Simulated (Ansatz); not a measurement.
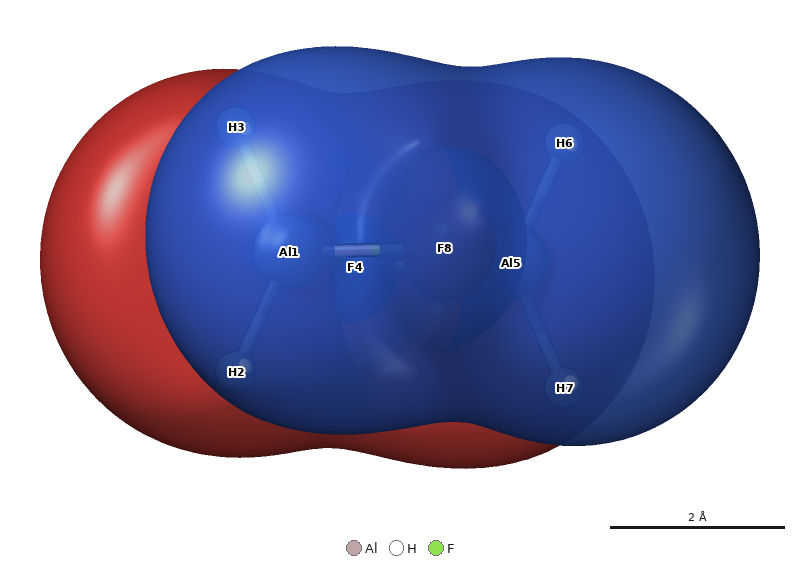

The picture shows: Al2F2H4 ((H2Al-mu-F)2). One frontier orbital at ±0.04 Å⁻³ᐟ² (blue and red are the two phases), seen at a tilt.

Geometry: PBE0-D4/def2-SVP.

Theory: RKS PBE0-D4/def2-TZVP in Ansatz.

Input

```
crystal:
  periodic: [false, false, false]
  atoms:
    - {symbol: Al, position_ang: [-0.757671, 1.198660, -0.053526]}
    - {symbol: H, position_ang: [-2.270731, 1.073249, 0.369367]}
    - {symbol: H, position_ang: [0.024066, 2.482177, -0.528289]}
    - {symbol: F, position_ang: [-0.293841, -0.235720, -1.119605]}
    - {symbol: Al, position_ang: [0.757607, -1.198700, 0.053550]}
    - {symbol: H, position_ang: [2.270487, -1.071984, -0.369614]}
    - {symbol: H, position_ang: [-0.022997, -2.482937, 0.528216]}
    - {symbol: F, position_ang: [0.293069, 0.235245, 1.119891]}
basis:
  gaussian: {orbitals: def2-TZVP, initial_orbitals: start.molden}
hamiltonian: {xc: pbe0, dispersion: d4}
scf: {omitted_lower_state_checks: [starts]}
output: {orbitals: {seedname: orbitals}}
```

Command:

```sh
ansatz run in.yaml --threads 4 --pin off --events-out ev --progress --plain --max-ram 3916MiB
```

Question: Which orbital is it: HOMO or LUMO?

Answer: The LUMO, at −0.75 eV. It lies mainly on Al1 (about 40 %) and Al5 (about 40 %); it is ungerade (odd under inversion).
